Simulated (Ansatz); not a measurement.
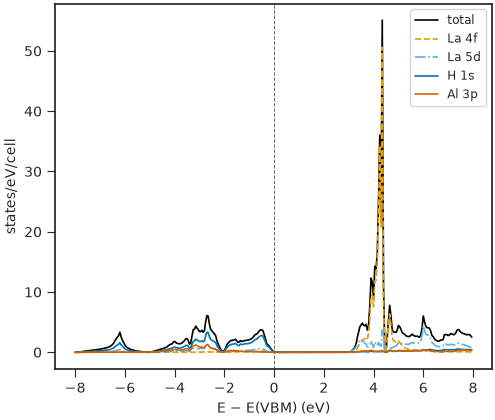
Figure. Total and projected density of states of LaAlH$_{6}$ in space group R-3m (No. 166; La on 3b, Al on 3a, H on 18h), plane-wave PAW r²SCAN (Ansatz code)

Task: Which orbitals carry the states next to the gap?

Result: Top 1 eV of the valence band: H 1s 74 %, La 5d 15 %, La 4f 6 %. Bottom 1 eV of the conduction band: La 4f 58 %, La 5d 30 %. Projections are on Löwdin-orthogonalised atomic valence shells; empty p or d shells of many metals are not among them.

Task: Where is the tallest occupied peak in this window, and what makes it?

Result: Near -2.7 eV, about 6.1 states/eV per cell; the largest projected share is H 1s.

The first step of the workflow began from a Materials Project structure, measured or hypothetical; the Crystallography Open Database copy checked does not list it. Whether it is the stable phase at ambient conditions was not checked. Symmetry was held in the r²SCAN relaxation; its stability against distortions is not shown here. Scalar-relativistic: spin–orbit coupling is off unless named, which matters more the heavier the elements.

Potentials: the later of the program's two PAW sets.
